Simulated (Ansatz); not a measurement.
# C2H4ClSi (SMILES C=C[SiH]Cl): the energy, rung by rung

C2H4ClSi has 8 atoms, charge 0, and is taken as a doublet. As SMILES, `C=C[SiH]Cl`. Geometry: optimised at B3LYP/def2-SVP.

```jsonl
{"atom": "C", "x (Å)": "0.6609", "y (Å)": "1.0501", "z (Å)": "-0.6639"}
{"atom": "C", "x (Å)": "0.6159", "y (Å)": "-0.0624", "z (Å)": "0.0920"}
{"atom": "Si", "x (Å)": "-0.9238", "y (Å)": "-0.6470", "z (Å)": "0.9513"}
{"atom": "Cl", "x (Å)": "-1.0201", "y (Å)": "-2.7349", "z (Å)": "0.9893"}
{"atom": "H", "x (Å)": "-0.2342", "y (Å)": "1.6457", "z (Å)": "-0.8792"}
{"atom": "H", "x (Å)": "1.5954", "y (Å)": "1.4121", "z (Å)": "-1.1073"}
{"atom": "H", "x (Å)": "1.5476", "y (Å)": "-0.6121", "z (Å)": "0.2794"}
{"atom": "H", "x (Å)": "-2.1493", "y (Å)": "-0.1087", "z (Å)": "0.2824"}
```

Each level gives the adiabatic ionisation energy (to the singlet cation, shapes relaxed at B3LYP/def2-SVP, no zero-point term) (eV). The values are calculated.

```csv
level,kind,program,value (eV),less CCSD(T)/def2-SVP,CPU time (all runs)
UHF/def2-SVP,Hartree–Fock,Ansatz,6.72,-0.08,3.2 s
USVWN5/def2-SVP,LDA,Ansatz,7.00,+0.20,2.6 s
UBLYP/def2-SVP,GGA,Ansatz,6.83,+0.03,5.3 s
UPBE/def2-SVP,GGA,Ansatz,7.03,+0.23,4.8 s
UB3LYP/def2-SVP,global hybrid,Ansatz,7.06,+0.26,7 s
UCAM-B3LYP/def2-SVP,range-separated hybrid,Ansatz,7.08,+0.28,8.1 s
UMP2/def2-SVP,perturbation theory,Ansatz,6.55,-0.25,3.4 s
UCCSD(T)/def2-SVP,coupled cluster or CI,Ansatz,6.80,0.00,24 s
```

Differences are taken from UCCSD(T)/def2-SVP for orientation; it has basis-set and higher-order errors of its own. The values span 6.55 to 7.08 eV. Spin contamination of the reference (⟨S²⟩ at least 0.1 too high) touches UHF/def2-SVP, UMP2/def2-SVP, UCCSD(T)/def2-SVP (up to 0.15 too high). In so small a basis fixed costs decide the times, and correlated methods can beat functionals. CPU times are rough (shared hosts, several kinds of processor and program).

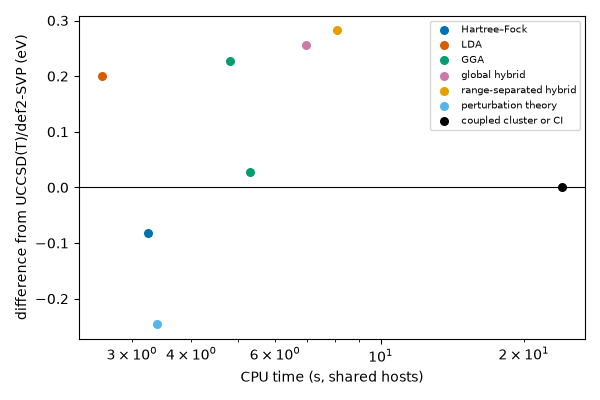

Difference from UCCSD(T)/def2-SVP against processor time, one point a level.
